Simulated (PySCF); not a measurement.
SMILES [Al]([OH])([OH])[c]1ccc(cc1)[Si](O)(O)O (C6H9AlO5Si), GFN2-xTB optimised geometry. Atoms within 1.6 Å of the plane z = 0.0 Å (x, y, z in Å): Si1 (-3.58, -0.03, 0.00), O2 (-4.15, 1.50, 0.00), O3 (-4.18, -0.78, -1.32), O4 (-4.17, -0.81, 1.30), C5 (-1.69, -0.03, 0.00), C6 (-0.96, -1.08, 0.55), C7 (0.42, -1.07, 0.53), C8 (1.13, -0.02, -0.04), C9 (0.40, 1.03, -0.60), C10 (-0.98, 1.02, -0.58), Al11 (3.11, -0.01, -0.07), O12 (3.88, -1.30, 0.61), O13 (3.85, 1.28, -0.78), H14 (-4.14, 2.00, 0.81), H16 (-4.33, -1.74, 1.24), H17 (-1.48, -1.90, 1.01), H18 (0.97, -1.90, 0.97), H19 (0.93, 1.85, -1.05), H20 (-1.52, 1.85, -1.01), H21 (4.33, -2.03, 1.00), H22 (4.25, 2.03, -1.19).

Method: PBE0/def2-SVP (PySCF 2.14.0). Cells within 0.4 Å of a nucleus heavier than hydrogen are left out (blank, or x).

Map of the electrostatic potential (hartree/e), clipped to [-0.08, 0.12] on the plane z = 0.0 Å:

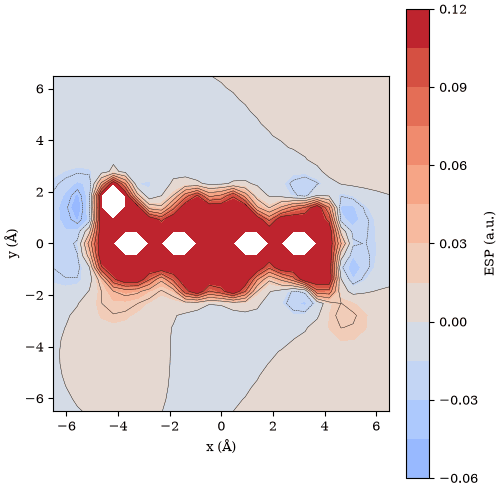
Electrostatic potential (hartree/e), clipped to [-0.08, 0.12] on the plane z = 0.0 Å.
